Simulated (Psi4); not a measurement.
# One shape, several levels: BH3Br− (SMILES [H][B-]([H])([H])Br)

Aim: a comparison of 4 runs (HF/pcseg-2, M06-2X/aug-cc-pVTZ, SOGGA11-X-D3(0)/cc-pVQZ) of BH3Br−. 

The calculation is run with Psi4 1.11.

1 further run of the same task is left out (set aside as unsound or not needed).

### 1 The molecule

The species is BH3Br− (5 atoms), meant as a singlet with charge -1. As SMILES, `[H][B-]([H])([H])Br`. Geometry: relaxed at GFN2-xTB.

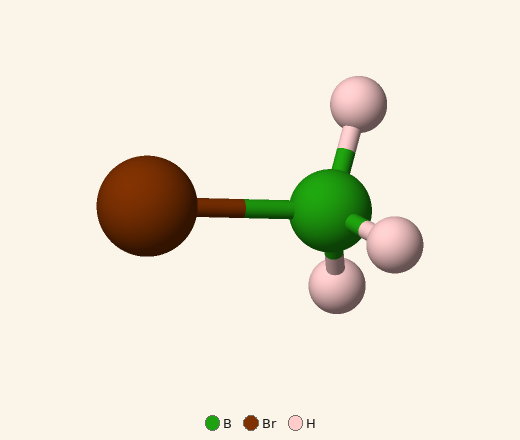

The structure, seen from a chosen angle (boron green, bromine brown, hydrogen pink).

### 2 Energy and forces at HF/pcseg-2 (run 1)

bbrh3.xyz reads:

```xyz
5
BBrH3
B     -0.002450     0.001710    -0.185070
Br     0.015160    -0.019850     1.842860
H      1.149500     0.010510    -0.559790
H     -0.585750     1.003800    -0.536400
H     -0.576460    -0.996180    -0.561610
```

bbrh3.py reads:

```python
import psi4

psi4.set_memory('1600 MB')
psi4.set_num_threads(1)
psi4.set_output_file('bbrh3.out', False)

with open('bbrh3.xyz') as f:
    atoms = ''.join(f.readlines()[2:])
mol = psi4.geometry('-1 1\n' + atoms + 'symmetry c1\nno_reorient\nno_com')

options = {'basis': 'pcseg-2', 'puream': True, 'e_convergence': 1e-09, 'd_convergence': 1e-08, 'scf_type': 'pk'}
psi4.set_options(options)

energy_value = psi4.gradient('scf')
print('gradient / Eh bohr^-1')
print(energy_value.np.round(6))
```

Command:

```console
$ python bbrh3.py
```

bbrh3.out:

```text
[...]
  Running in c1 symmetry.
[...]
  Nuclear repulsion =   73.902007368130683
[...]
  Multiplicity = 1
[...]
  Nalpha       = 22
  Nbeta        = 22
[...]
    Number of basis functions: 115
[...]
   @RHF iter   1: -2598.70122465510713   -2.06913e+00   8.58825e-03 ADIIS/DIIS
[...]
   @RHF iter  10: -2598.92195521333906   -6.36646e-12   2.15110e-09 DIIS
[...]
    Orbital Energies [Eh]
    ---------------------
    Doubly Occupied:
       1A   -489.662841     2A    -64.839084     3A    -58.194602
       4A    -58.194204     5A    -58.194203     6A     -9.577621
       7A     -7.357927     8A     -7.188605     9A     -7.185941
      10A     -7.185939    11A     -2.932279    12A     -2.930886
      13A     -2.930884    14A     -2.927512    15A     -2.927512
      16A     -0.777730    17A     -0.477368    18A     -0.272070
      19A     -0.271874    20A     -0.235715    21A     -0.173167
      22A     -0.173018
[...]
  @RHF Final Energy: -2598.92195521333906
   => Energetics <=
    Nuclear Repulsion Energy =             73.9020073681306826
    One-Electron Energy =               -3776.4259660803795668
    Two-Electron Energy =                1103.6020034989094256
    Total Energy =                      -2598.9219552133390607
[...]
 Multipole Moments:
 ------------------------------------------------------------------------------------
     Multipole            Electronic (a.u.)      Nuclear  (a.u.)        Total (a.u.)
 ------------------------------------------------------------------------------------
 L = 1.  Multiply by 2.5417464519 to convert [e a0] to [Debye]
 Dipole X            :         -0.9662872            0.9555211           -0.0107661
 Dipole Y            :          1.2763325           -1.2624693            0.0138632
 Dipole Z            :       -118.3071179          117.0060780           -1.3010399
 Magnitude           :                                                    1.3011583
[...]
  -Total Gradient:
     Atom            X                  Y                   Z
    ------   -----------------  -----------------  -----------------
       1       -0.000074952233    -0.000522019504     0.030514989771
       2       -0.000120346484     0.000439858381    -0.030792010398
       3       -0.002631156129    -0.000082669313     0.000239562132
       4        0.001339529972    -0.002161673504     0.000088908136
       5        0.001486924875     0.002326503943    -0.000051449836
[...]
```

Standard output:

```text
gradient / Eh bohr^-1
[[-7.5000e-05 -5.2200e-04  3.0515e-02]
 [-1.2000e-04  4.4000e-04 -3.0792e-02]
 [-2.6310e-03 -8.3000e-05  2.4000e-04]
 [ 1.3400e-03 -2.1620e-03  8.9000e-05]
 [ 1.4870e-03  2.3270e-03 -5.1000e-05]]
```

Wall time 14 s (1 thread of Intel Xeon 6975P-C (Granite Rapids), shared host); peak memory 0.58 GiB.

### 3 A single-point energy at M06-2X/aug-cc-pVTZ (density fitting) (run 2)

input.inp reads:

```
memory 1600 mb

molecule geom {
  -1 1
  B
  Br 1 2.028121
  H 1 1.211396 2 107.5249
  H 1 1.211551 3 111.23009 2 117.61159
  H 1 1.21122 3 111.12945 4 124.59485
}

set globals {
  reference rks
  scf_type disk_df
  dft_radial_points 99
  dft_spherical_points 590
  level_shift 5.0
  guess huckel
  maxiter 50
}

e_tot = energy("m06-2x/aug-cc-pVTZ")
```

Command:

```console
$ psi4 -i input.inp -o input.out -n 1
```

input.out:

```text
[...]
  Running in c1 symmetry.
[...]
  Nuclear repulsion =   73.902011610629913
[...]
  Multiplicity = 1
[...]
  Nalpha       = 22
  Nbeta        = 22
[...]
    Number of basis functions: 174
[...]
   @DF-RKS iter   1: -2600.51432394485619   -2.60051e+03   8.82351e-03 ADIIS/DIIS
[...]
   @DF-RKS iter   8: -2600.96317492248545   -9.18276e-08   7.29970e-07 DIIS
[...]
    Orbital Energies [Eh]
    ---------------------
    Doubly Occupied:
       1A   -485.142543     2A    -63.129376     3A    -56.949445
       4A    -56.948510     5A    -56.948510     6A     -8.792120
       7A     -6.801759     8A     -6.612042     9A     -6.608294
      10A     -6.608292    11A     -2.646021    12A     -2.644547
      13A     -2.644545    14A     -2.641090    15A     -2.641089
      16A     -0.630957    17A     -0.365051    18A     -0.194973
      19A     -0.194820    20A     -0.174154    21A     -0.111658
      22A     -0.111512
[...]
  @DF-RKS Final Energy: -2600.96317492248545
   => Energetics <=
    Nuclear Repulsion Energy =             73.9020116106299128
    One-Electron Energy =               -3774.8085386773059327
    Two-Electron Energy =                1145.5576351204549610
    DFT Exchange-Correlation Energy =     -45.6142829762641782
    Empirical Dispersion Energy =           0.0000000000000000
    VV10 Nonlocal Energy =                  0.0000000000000000
    Total Energy =                      -2600.9631749224854502
[...]
 Multipole Moments:
 ------------------------------------------------------------------------------------
     Multipole            Electronic (a.u.)      Nuclear  (a.u.)        Total (a.u.)
 ------------------------------------------------------------------------------------
 L = 1.  Multiply by 2.5417464519 to convert [e a0] to [Debye]
 Dipole X            :          0.0015836           -0.0012713            0.0003123
 Dipole Y            :         -0.0049132            0.0042561           -0.0006571
 Dipole Z            :          8.4475373           -6.8929941            1.5545432
 Magnitude           :                                                    1.5545433
[...]
```

It took 33 s on 1 thread of Intel Xeon 6975P-C (Granite Rapids), shared host; peak memory 1.7 GiB.

Run 3 isn't shown in full; the table further down has it.

### 4 Energy and gradient at SOGGA11-X-D3(0)/cc-pVQZ (density fitting) (run 4)

bbrh3.xyz is that of step 2.

calc.py reads:

```python
import psi4

psi4.set_memory(1600000000)
psi4.set_num_threads(1)
psi4.core.set_output_file('output.dat', False)

with open('bbrh3.xyz') as f:
    atoms = ''.join(f.readlines()[2:])
mol = psi4.geometry('-1 1\n' + atoms + 'no_reorient\nno_com')

options = {'basis': 'cc-pVQZ', 'reference': 'rks'}
psi4.set_options(options)

E, wfn = psi4.gradient('sogga11-x-d3zero', return_wfn=True)
print('gradient / Eh bohr^-1')
print(E.np.round(6))
print(f'energy = {wfn.energy():.10f} Eh')
for k, v in sorted(psi4.core.scalar_variables().items()):
    print(f'{k:45s} {v:18.10f}')
```

Command:

```console
$ python calc.py
```

output.dat:

```text
[...]
  Running in c1 symmetry.
[...]
  Nuclear repulsion =   73.902007368130683
[...]
  Multiplicity = 1
[...]
  Nalpha       = 22
  Nbeta        = 22
[...]
    Number of basis functions: 213
[...]
   @DF-RKS iter   1: -2600.52551791378346   -1.62020e+00   7.03916e-03 ADIIS/DIIS
[...]
   @DF-RKS iter  10: -2600.94892567597390   -1.04592e-11   2.98934e-09 DIIS
[...]
    Orbital Energies [Eh]
    ---------------------
    Doubly Occupied:
       1A   -484.517250     2A    -62.941852     3A    -56.628263
       4A    -56.627022     5A    -56.627022     6A     -8.765681
       7A     -6.718134     8A     -6.533221     9A     -6.528809
      10A     -6.528806    11A     -2.552900    12A     -2.551394
      13A     -2.551392    14A     -2.547483    15A     -2.547478
      16A     -0.616942    17A     -0.348566    18A     -0.177469
      19A     -0.177312    20A     -0.160282    21A     -0.095922
      22A     -0.095774
[...]
  @DF-RKS Final Energy: -2600.94892567597390
   => Energetics <=
    Nuclear Repulsion Energy =             73.9020073681306826
    One-Electron Energy =               -3774.8516542016791391
    Two-Electron Energy =                1158.7174683151436057
    DFT Exchange-Correlation Energy =     -58.7149085010023128
    Empirical Dispersion Energy =          -0.0018386565665508
    VV10 Nonlocal Energy =                  0.0000000000000000
    Total Energy =                      -2600.9489256759738964
[...]
 Multipole Moments:
 ------------------------------------------------------------------------------------
     Multipole            Electronic (a.u.)      Nuclear  (a.u.)        Total (a.u.)
 ------------------------------------------------------------------------------------
 L = 1.  Multiply by 2.5417464519 to convert [e a0] to [Debye]
 Dipole X            :         -0.9658825            0.9555211           -0.0103614
 Dipole Y            :          1.2762726           -1.2624693            0.0138033
 Dipole Z            :       -118.2918647          117.0060780           -1.2857867
 Magnitude           :                                                    1.2859025
[...]
  -Total Gradient:
     Atom            X                  Y                   Z
    ------   -----------------  -----------------  -----------------
       1       -0.000117142059    -0.000388110781     0.019332069489
       2       -0.000043302479     0.000315917781    -0.020259259678
       3       -0.004331148528    -0.000092398742     0.001079757281
       4        0.002194318875    -0.003653954816     0.000905462401
       5        0.002315724109     0.003800185056     0.000824906070
[...]
```

On the terminal:

```text
gradient / Eh bohr^-1
[[-1.1700e-04 -3.8800e-04  1.9332e-02]
 [-4.3000e-05  3.1600e-04 -2.0259e-02]
 [-4.3310e-03 -9.2000e-05  1.0800e-03]
 [ 2.1940e-03 -3.6540e-03  9.0500e-04]
 [ 2.3160e-03  3.8000e-03  8.2500e-04]]
energy = -2600.9489256760 Eh
CURRENT ENERGY                                  -2600.9489256760
CURRENT REFERENCE ENERGY                        -2600.9489256760
DD SOLVATION ENERGY                                 0.0000000000
DFT FUNCTIONAL TOTAL ENERGY                     -2600.9470870194
DFT TOTAL ENERGY                                -2600.9489256760
DFT VV10 ENERGY                                     0.0000000000
DFT XC ENERGY                                     -58.7149085010
DISPERSION CORRECTION ENERGY                       -0.0018386566
GRID ELECTRONS ALPHA                               21.9999988518
GRID ELECTRONS BETA                                21.9999988518
GRID ELECTRONS TOTAL                               43.9999977036
NUCLEAR REPULSION ENERGY                           73.9020073681
ONE-ELECTRON ENERGY                             -3774.8516542017
PCM POLARIZATION ENERGY                             0.0000000000
PE ENERGY                                           0.0000000000
SCF ITERATION ENERGY                            -2600.9489256760
SCF ITERATIONS                                     10.0000000000
SCF TOTAL ENERGY                                -2600.9489256760
SOGGA11-X-D3 DISPERSION CORRECTION ENERGY          -0.0018386566
TWO-ELECTRON ENERGY                              1158.7174683151
XC GRID RADIAL POINTS                              75.0000000000
XC GRID SPHERICAL POINTS                          302.0000000000
XC GRID TOTAL POINTS                           108734.0000000000
```

Wall time 20 s (1 thread of Intel Xeon 6975P-C (Granite Rapids), shared host); peak memory 1.4 GiB.

### 5 Overview of the runs

| run | level | task | integrals | energy (Eh) | HOMO energy (eV) | LUMO energy (eV) | HOMO–LUMO gap (eV) | wall time |
| --- | --- | --- | --- | --- | --- | --- | --- | --- |
| 1 | HF/pcseg-2 | gradient | pk | -2598.921955 | -4.71 | 8.20 | 12.90 | 14 s |
| 2 | M06-2X/aug-cc-pVTZ (density fitting) | energy | disk_df | -2600.963175 | -3.03 | 3.08 | 6.12 | 33 s |
| 3 | M06-2X/aug-cc-pVTZ (density fitting, Cartesian functions) | energy | disk_df | -2600.969215 | -3.03 | 2.91 | 5.94 | 20 s |
| 4 | SOGGA11-X-D3(0)/cc-pVQZ (density fitting) | gradient | df | -2600.948926 | -2.61 | 6.15 | 8.76 | 20 s |

### 6 Outcome

| quantity | value |
| --- | --- |
| run 4: total energy | -2600.94893 Eh |
| run 4: HOMO energy | -2.61 eV |
| run 4: LUMO energy | 6.15 eV |
| run 4: HOMO–LUMO gap (to an unbound level, set by the basis) | 8.76 eV |
| run 4: dispersion energy | -4.83 kJ/mol |
| run 4: largest force on an atom | 1.042 eV/Å |

In words: The HOMO–LUMO gap runs from 5.94 eV (M06-2X/aug-cc-pVTZ) to 12.90 eV (HF/pcseg-2). The two ends differ in method and basis. The empty levels of an anion lie above zero and hang on the basis. Totals of different functionals can't be ranked against each other. All runs together took 86 s, the longest 33 s.
